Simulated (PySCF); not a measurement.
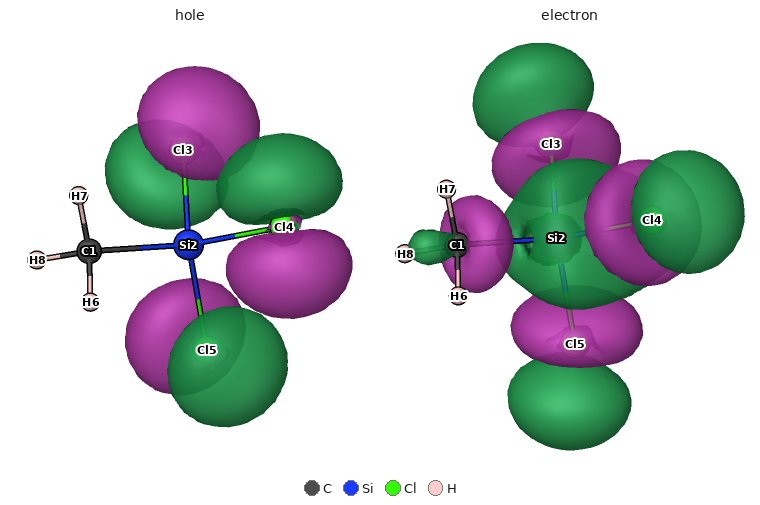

Figure 1: CH3Cl3Si, SMILES `C[Si](Cl)(Cl)Cl`. Leading natural transition orbital pair of S₁ (TDA singlet states); the surfaces enclose about 85 % of each orbital's density.

Computed with PySCF, B3LYP/6-31G*, geometry: GFN2-xTB. No frequency check shows the geometry to be a minimum. GFN2-xTB bond lengths at metals and heavier atoms can be off by up to 0.1 Å and shapes distorted, which carries into these values. Without diffuse functions Rydberg states are missing, so the states' numbers hold for this basis only.

Cartesian coordinates (Å):

```
C1      -0.0013    0.0000   -2.1300
Si2      0.0000    0.0002   -0.2305
Cl3      0.5718   -1.8123    0.4621
Cl4      1.2838    1.4011    0.4620
Cl5     -1.8551    0.4110    0.4628
H6      -0.3209    0.9606   -2.5238
H7       0.9913   -0.2029   -2.5241
H8      -0.6724   -0.7576   -2.5237
```

> Where does the state lie, and where do hole and electron sit?

7.86 eV (158 nm), f = 0.000 (dark); the leading pair carries 99 %; hole on Cl3, Cl4 and Cl5 (32 % each), electron on Si2 (33 %) and Cl3, Cl4 and Cl5 (21 % each); their centroids lie 0.1 Å apart. In canonical orbitals it is mainly HOMO → LUMO (99 %). The HOMO–LUMO gap is 9.01 eV.
